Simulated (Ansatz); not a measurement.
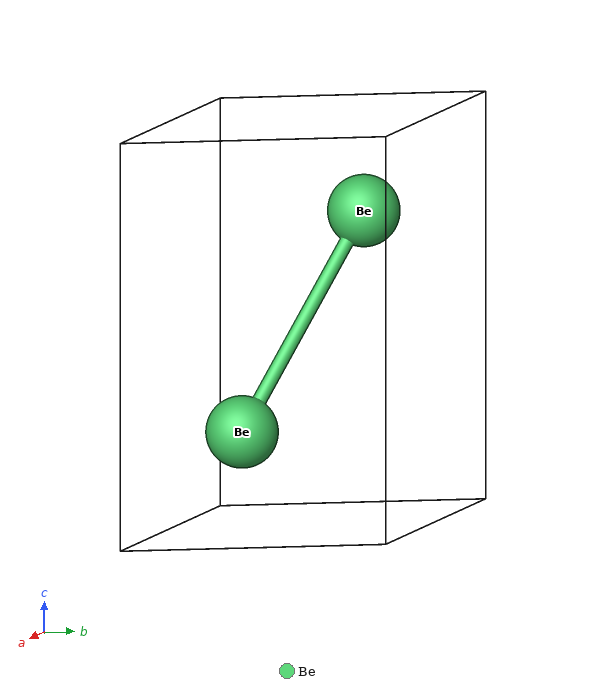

This ball-and-stick model is shown slightly off an axis. One conventional unit cell is framed, with atoms on its boundary repeated.

A stick is drawn for Be–Be up to 2.34 Å (cut-off distances).

The composition is Be.

Structure type?

Answer. Hexagonal close-packed (Mg type).

Describe the bonded network.

Answer. The bonds build a three-dimensional framework.

The initial geometry was the standard structure of this element. Earlier steps of the study may have refined or changed the cell and positions. A calculation with Ansatz used it as input.
